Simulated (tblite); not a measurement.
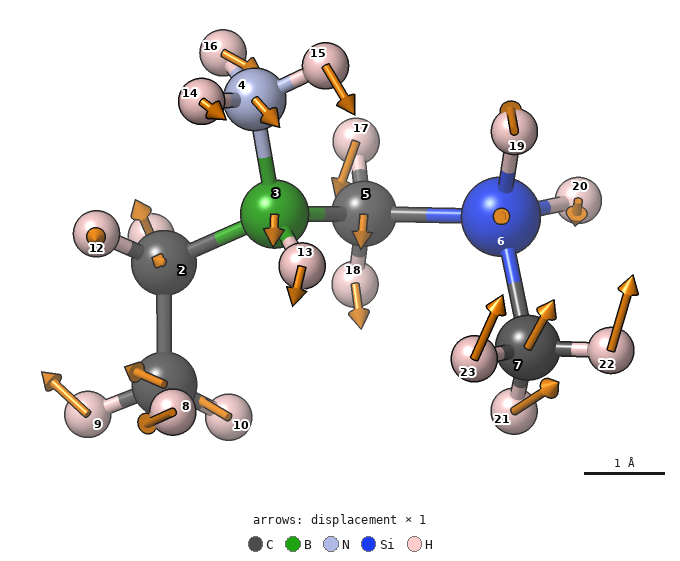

A relaxation of C₄H₁₆BNSi. The starting structure is drawn; orange arrows show the displacements, at their true length. The two geometries are superimposed by the best rigid fit.

Style: ball-and-stick. Shown face on.

Computed with GFN2-xTB geometry optimisation, gas phase in tblite 0.8.0. 

Atoms of which element are displaced furthest, and by how much?

Hydrogen: up to 1.12 Å, against 0.81 Å for carbon.

What did the optimiser do to the structure, and how much energy did it gain?

The largest move after the best rigid fit is that of an H atom, 1.12 Å. Largest moves by element: H 1.12 Å, C 0.81 Å, N 0.54 Å, B 0.44 Å, Si 0.25 Å. Among the contacts that change: B–N 1.549 → 1.654 Å, H–N 1.049 → 1.014 Å, C–Si 1.866 → 1.899 Å, C–H 1.117 → 1.092 Å. Among the angles between lasting bonds that change: B–C–Si 112.1° → 117.9°, C–B–N 109.0° → 104.2°, C–B–H 108.7° → 113.3°. Groups turn about B–C by about 30°. Over 216 geometry steps the energy falls by 37.8 kJ/mol. Cost: 1.8 s on 1 thread of Arm Neoverse V1, on a shared host.
